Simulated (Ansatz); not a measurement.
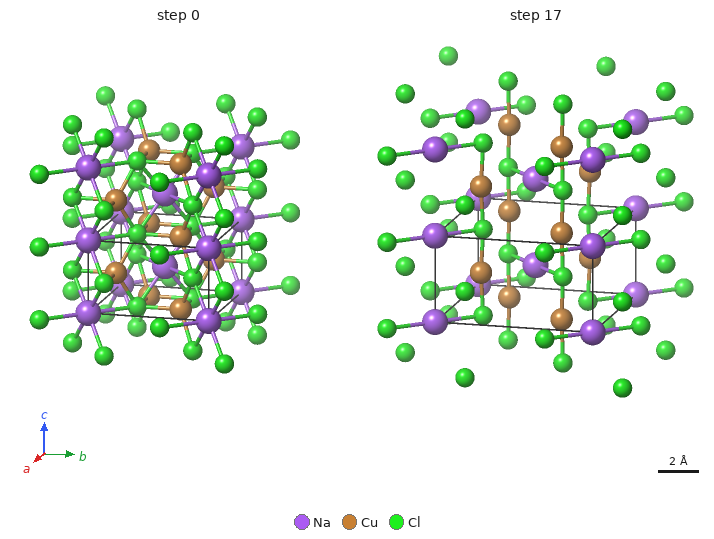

The structure of crystalline NaCu2Cl2 (a generated structure, set up in P4_2/mnm) (coarse preliminary run) before (left) and after (right) a relaxation, at one scale.

A ball-and-stick model of the cell of the calculation, repeated 1 × 1 × 2 with one cell outlined, seen slightly off an axis.

The calculation used DFT PBE, scalar-relativistic, plane waves, PAW (Ansatz 0.2.0).

Input file:
```yaml
crystal:
  lattice:
    - [6.25725549, 0.0, 0.0]
    - [0.0, 6.25725549, 0.0]
    - [0.0, 0.0, 3.75546247]
  atoms:
    - { symbol: Na, position: [0.0, 0.0, 0.0] }
    - { symbol: Na, position: [0.5, 0.5, 0.5] }
    - { symbol: Cu, position: [0.68049857, 0.68049857, 0.0], spin: 1.0 }
    - { symbol: Cu, position: [0.18049857, 0.81950143, 0.5], spin: 1.0 }
    - { symbol: Cu, position: [0.81950143, 0.18049857, 0.5], spin: 1.0 }
    - { symbol: Cu, position: [0.31950143, 0.31950143, 0.0], spin: 1.0 }
    - { symbol: Cl, position: [0.81950143, 0.81950143, 0.5] }
    - { symbol: Cl, position: [0.18049857, 0.18049857, 0.5] }
    - { symbol: Cl, position: [0.68049857, 0.31950143, 0.0] }
    - { symbol: Cl, position: [0.31950143, 0.68049857, 0.0] }
basis:
  ecutwfc: 420
kpoints:
  mp_grid: { grid: [4, 4, 4] }
hamiltonian:
  xc: pbe
scf:
  occupations: { method: gaussian, width: 0.1 }
  lower_state_search: "off"
output:
  forces: true
  stress: true
  eigenvalues: true
  populations: true
magnetization:
  spin_polarized: true
relax:
  adjacent_minimum: "off"
  f_tol: 0.04
  max_steps: 70
  cell: { stress_tol: 0.4 }
```

Run as
```bash
ansatz run input.yaml --threads 1 --pin off --max-ram 2560MiB --backend cpu --events-out ev --progress --plain --runs-dir out
```

### Describe what moved and what it gained.

Over 13 accepted moves (17 points after the start) the energy falls by 657 meV per atom. The largest force component goes from 1.1 to 0.006 eV/Å. Pressure: 33.87 GPa at the start and −0.01 GPa at the end. The line search rejected the trial step at point 12 of the run. The SCF was repeated 3 times at an unchanged geometry on a basis and grid sized afresh for the cell, which shifted the energy by 23.2 meV per atom at most. The largest moves relative to the cell, 0.93 Å, are those of Cl7, Cl8, Cl9 and Cl10. Cl7 goes along [−1 −1 0]. Largest moves by element: Cl 0.93 Å, Cu 0.56 Å. Na stays in place. The drawn cell changes as follows: a = b 6.257 → 8.199 Å (+31.0 %), c 3.755 → 4.456 Å (+18.7 %); the volume changes by +103.7 %. Among the contacts that change: Cu3–Cl10 2.259 → 4.021 Å, Na1–Cl7 2.465 → 3.756 Å, Na1–Cu4 2.465 → 3.462 Å, Na1–Cu3 2.827 → 3.147 Å. Bonds break: Cu3–Cl10 (2.26 → 4.02 Å), Cu3–Cl9 (2.26 → 4.02 Å), Cu4–Cl7 (2.26 → 4.02 Å), Cu4–Cl8 (2.26 → 4.02 Å). Bond angles that change, for instance: Cu5–Cl9–Cu5 113.5° → 173.7°, Cl10–Cu4–Cl10 113.5° → 173.7°, Na1–Cl9–Cu5 56.8° → 86.8°. The space group stays P4_2/mnm (No. 136). The program noted that the starting moments weren't kept. The run took 12 min on 1 thread of Arm Neoverse V2, with other jobs on the host, peak memory 0.93 GiB.

Limits of the set-up: the k-point mesh is coarse for a cell with partly filled bands.
